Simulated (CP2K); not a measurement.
# GFN2-xTB run of AlBNH4F (SMILES [NH2][AlH][BH]F)

What is the energy change on altering one bond length of AlBNH4F at GFN2-xTB? 

The calculation is run with CP2K 2026.2.

1 further run of the same task is left out (set aside as unsound or not needed). Runs told in other sessions of the task aren't counted.

## (1) Starting point

The species is AlBNH4F (8 atoms), meant as a singlet with charge 0. As SMILES, `[NH2][AlH][BH]F`. The coordinates come from a PBE0-D4/def2-TZVP relaxation. This is one conformer, not always the lowest.

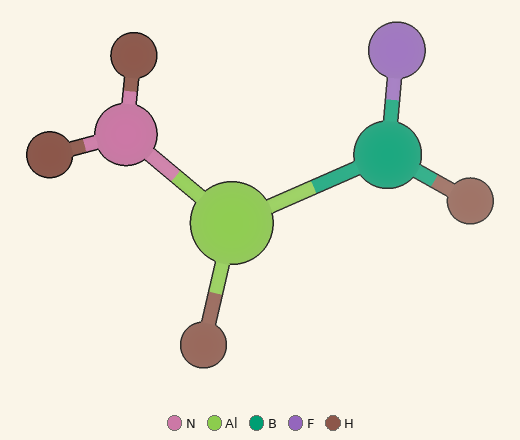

The structure, seen from a chosen angle (nitrogen pink, aluminium green, boron teal, fluorine purple, hydrogen brown).

## (2) A single-point energy at GFN2-xTB

run.inp reads:

```
&GLOBAL
    PROJECT_NAME run
    RUN_TYPE ENERGY
    PRINT_LEVEL MEDIUM
&END GLOBAL

&FORCE_EVAL
    METHOD QS
    &DFT
        CHARGE 0
        MULTIPLICITY 1
        &QS
            METHOD XTB
            EPS_DEFAULT 1.0E-10
            &XTB
                GFN_TYPE TBLITE
                &TBLITE
                    METHOD GFN2
                &END TBLITE
                CHECK_ATOMIC_CHARGES F
            &END XTB
        &END QS
        &POISSON
            PERIODIC NONE
            POISSON_SOLVER ANALYTIC
        &END POISSON
        &SCF
            SCF_GUESS ATOMIC
            EPS_SCF 1.0E-06
            MAX_SCF 150
            ADDED_MOS 4
            &DIAGONALIZATION
                ALGORITHM STANDARD
            &END DIAGONALIZATION
            &MIXING
                METHOD DIRECT_P_MIXING
                ALPHA 0.4
            &END MIXING
            &SMEAR ON
                METHOD FERMI_DIRAC
                ELECTRONIC_TEMPERATURE [K] 300
            &END SMEAR
        &END SCF
        &PRINT
            &MOMENTS
                PERIODIC F
                REFERENCE COM
                MAX_MOMENT 1
            &END MOMENTS
            &MO ON
                ENERGIES T
                OCCUPATION_NUMBERS T
                NDIGITS 6
                &EACH
                    QS_SCF 0
                &END EACH
                ADD_LAST NUMERIC
            &END MO
            &HIRSHFELD OFF
            &END HIRSHFELD
        &END PRINT
    &END DFT
    &SUBSYS
        &CELL
            ABC [angstrom] 11.4 12.3 11.6
            PERIODIC NONE
        &END CELL
        &COORD
            N     -1.034900     1.238000     0.178100
            Al     0.358400     0.247200     0.637000
            B      0.824000    -1.438600    -0.645900
            F      0.022100    -1.693000    -1.675500
            H     -1.365500     2.050100     0.674400
            H     -1.614500     1.063500    -0.627700
            H      1.149400     0.679500     1.946200
            H      1.753200    -2.203800    -0.542400
        &END COORD
        &TOPOLOGY
            &CENTER_COORDINATES
            &END CENTER_COORDINATES
        &END TOPOLOGY
    &END SUBSYS
&END FORCE_EVAL
```

Run with:

```sh
$ OMP_NUM_THREADS=1 cp2k.psmp -i run.inp > run.out 2>&1
```

The log of the run:

```text
CP2K| version string:                                       CP2K version 2026.2
[...]
 GLOBAL| Method name                                                        CP2K
[...]
 GLOBAL| Run type                                                         ENERGY
[...]
                             - Atoms:                                          8
[...]
                             - Spherical basis functions:                     25
[...]
 Number of electrons:                                                         22
[...]
  *** SCF run converged in    19 steps ***
[...]
  Fermi energy:                                                -0.31303225633758
[...]
 TB_DIPOLE| Moment [Debye]         -0.47620422       0.66367508       0.10391339
 TB_DIPOLE| Derivative [a.u.]       0.00000000       0.00000000       0.00000000
[...]
 ENERGY| Total FORCE_EVAL ( QS ) energy [hartree]            -12.020609384537563
[...]
```

Wall time 0.28 s (1 thread of Arm Neoverse V1, shared host).

## (3) The distorted shape at the same level

mol.inp reads:

```
&GLOBAL
 PROJECT mol
 RUN_TYPE ENERGY
 PRINT_LEVEL MEDIUM
&END GLOBAL

&FORCE_EVAL
 METHOD QUICKSTEP
 &DFT
  &QS
   METHOD XTB
   EPS_DEFAULT 1.0E-10
   &XTB
    GFN_TYPE TBLITE
    &TBLITE
     METHOD GFN2
    &END TBLITE
    CHECK_ATOMIC_CHARGES F
   &END XTB
  &END QS
  &POISSON
   PERIODIC NONE
   POISSON_SOLVER ANALYTIC
  &END POISSON
  &SCF
   SCF_GUESS ATOMIC
   EPS_SCF 1.0E-06
   MAX_SCF 150
   ADDED_MOS 4
   &DIAGONALIZATION
    ALGORITHM STANDARD
   &END DIAGONALIZATION
   &MIXING
    METHOD DIRECT_P_MIXING
    ALPHA 0.4
   &END MIXING
   &SMEAR ON
    METHOD FERMI_DIRAC
    ELECTRONIC_TEMPERATURE [K] 300
   &END SMEAR
  &END SCF
  &PRINT
   &MOMENTS
    PERIODIC F
    REFERENCE COM
    MAX_MOMENT 1
   &END MOMENTS
   &MO ON
    ENERGIES T
    OCCUPATION_NUMBERS T
    NDIGITS 6
    &EACH
     QS_SCF 0
    &END EACH
    ADD_LAST NUMERIC
   &END MO
   &HIRSHFELD OFF
   &END HIRSHFELD
  &END PRINT
 &END DFT
 &SUBSYS
  &CELL
   ABC 12.1 12.9 11.6
   PERIODIC NONE
  &END CELL
  &COORD
   N     -1.778266     1.850165     0.095299
   Al    -0.384966     0.859365     0.554199
   B      0.080634    -0.826435    -0.728701
   F     -0.721266    -1.080835    -1.758301
   H     -2.108866     2.662265     0.591599
   H     -2.357866     1.675665    -0.710501
   H      0.406034     1.291665     1.863399
   H      1.753200    -2.203800    -0.542400
  &END COORD
  &TOPOLOGY
   &CENTER_COORDINATES
   &END CENTER_COORDINATES
  &END TOPOLOGY
 &END SUBSYS
&END FORCE_EVAL
```

Run with:

```sh
$ OMP_NUM_THREADS=1 cp2k.psmp -i mol.inp -o mol.out
```

The log of the run:

```text
CP2K| version string:                                       CP2K version 2026.2
[...]
 GLOBAL| Method name                                                        CP2K
[...]
 GLOBAL| Run type                                                         ENERGY
[...]
                             - Atoms:                                          8
[...]
                             - Spherical basis functions:                     25
[...]
 Number of electrons:                                                         22
[...]
  *** SCF run converged in    21 steps ***
[...]
  Fermi energy:                                                -0.33092355503974
[...]
 TB_DIPOLE| Moment [Debye]         -2.27194127       2.42466366       0.18046627
 TB_DIPOLE| Derivative [a.u.]       0.00000000       0.00000000       0.00000000
[...]
 ENERGY| Total FORCE_EVAL ( QS ) energy [hartree]            -11.928404553320913
[...]
```

Run time: 0.28 s. Hardware: 1 thread of Arm Neoverse V1, shared host.

## (4) What came out

Level: GFN2-xTB.

| quantity | value |
| --- | --- |
| first shape: total energy | -12.02061 Eh |
| first shape: dipole moment (from atomic charges alone) | 0.82 D |
| first shape: HOMO energy | -9.92 eV |
| first shape: LUMO energy | -7.62 eV |
| first shape: HOMO–LUMO gap | 2.30 eV |
| first shape: dispersion energy | -7.83 kJ/mol |
| distorted shape: total energy | -11.92840 Eh |
| distorted shape: dipole moment (from atomic charges alone) | 3.33 D |
| distorted shape: HOMO energy | -9.91 eV |
| distorted shape: LUMO energy | -8.12 eV |
| distorted shape: HOMO–LUMO gap | 1.79 eV |
| distorted shape: dispersion energy | -9.66 kJ/mol |
| energy change with the B3–H8 bond stretched from 1.208 to 2.175 Å | 2.509 eV |

With the B3–H8 bond stretched from 1.208 to 2.175 Å the energy rises by 2.51 eV (58 kcal/mol). The first shape isn't relaxed at this level, so the change isn't measured from a minimum. A restricted reference can't describe the breaking bond well at this length. The dipole (first shape) comes from point charges on the atoms alone, without atomic dipoles, so it is partial. The dipole (distorted shape) comes from point charges on the atoms alone, without atomic dipoles, so it is partial.
